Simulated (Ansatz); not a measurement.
**Fields on a plane of PbTe (rock salt)**

```
PbTe
1.0
    0.00000     3.22143     3.22143
    3.22143     0.00000     3.22143
    3.22143     3.22143     0.00000
Te Pb
1 1
Direct
  0.00000   0.00000   0.00000
  0.50000   0.50000   0.50000
```

The slice is a {100} plane (indices of the conventional cell) through the point (0.000, 0.000, 0.000) (fractional), spanned by u = [100] and v = [0 1 -1] in vectors of this cell: u (4.56 Å) and v (4.56 Å, at 90° to u). It covers one period; positions are fractions (u, v).

Atoms on it: Te at (0.00, 0.00); Pb at (0.50, 0.50).

Level of theory: PBEsol (plane waves to 420 eV, PAW, scalar-relativistic; Ansatz, a program for electronic structure). k mesh 9×9×9. Near the nuclei the fields are pseudised (PAW); where an atom keeps semicore shells as valence, they peak there. PbTe was relaxed with its symmetry unable to fall. Spin-orbit coupling is left out, though Pb and Te are heavy.

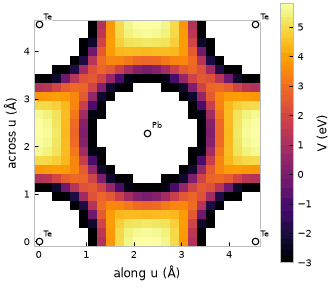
Electrostatic potential energy of an electron, from the cell's mean, in eV, one period of the plane, atoms marked. Points within 1 Å of a nucleus are left white, as the pseudised field means little there. Values under -3 eV are set to -3. The zero, the cell's mean, hangs on the PAW cores.

```
v \ u  0.00  0.12  0.25  0.38  0.50  0.62  0.75  0.88
-----  ----  ----  ----  ----  ----  ----  ----  ----
0.88    0.7   0.1  -0.5  -1.0  -1.1  -1.0  -0.5   0.1
0.75   -0.4  -0.5  -0.7  -0.6  -0.4  -0.6  -0.7  -0.5
0.62   -1.0  -1.0  -0.6   0.2   0.6   0.2  -0.6  -1.0
0.50   -1.3  -1.1  -0.4   0.6   1.0   0.6  -0.4  -1.1
0.38   -1.0  -1.0  -0.6   0.2   0.6   0.2  -0.6  -1.0
0.25   -0.4  -0.5  -0.7  -0.6  -0.4  -0.6  -0.7  -0.5
0.12    0.7   0.1  -0.5  -1.0  -1.1  -1.0  -0.5   0.1
0.00    1.2   0.7  -0.4  -1.0  -1.3  -1.0  -0.4   0.7
```

Values: log₁₀ of the valence density in e/Å³. The scale is logarithmic, as a density can span decades between atoms and voids.

| Quantity | Value |
|---|---|
| Density on the Te–Pb line (3.22 Å) at its density minimum, 1.7 Å from Te | 0.20 e/Å³ |
| ELF at that point | 0.3 |
| ELF maximum in the middle third of the Te–Pb line | 0.64, 1.3 Å from Te |
